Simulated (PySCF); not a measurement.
C₃H₁₁AlS, singlet at its GFN2-xTB optimised geometry (Å):

```
16

Al    -0.7285    -1.2524     0.0000
C     -0.8791    -2.2123    -1.7455
H     -0.5326    -1.6277    -2.6064
H     -1.9186    -2.4768    -1.9669
H     -0.3223    -3.1565    -1.7679
C     -0.8492     0.7546     0.0000
H     -0.3984     1.2524    -0.8679
H     -0.4346     1.2453     0.8897
H     -1.9057     1.0438    -0.0206
C     -0.8808    -2.2150     1.7433
H     -0.4857    -1.6538     2.5988
H     -0.3662    -3.1830     1.7441
H     -1.9250    -2.4346     1.9904
S      1.9057    -1.2524     0.0000
H      1.8339    -0.3642    -0.9839
H      1.8364    -0.3100     0.9322
```

Computed with B3LYP/def2-TZVP (PySCF).

Map of the LUMO amplitude (bohr^(-3/2)) on the plane z = 1.0 Å; orbital energy -0.48 eV, overall sign arbitrary:

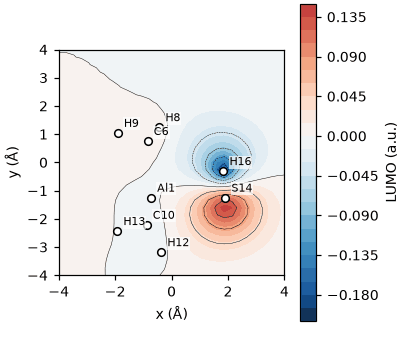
*LUMO amplitude (bohr^(-3/2)) on the plane z = 1.0 Å.*
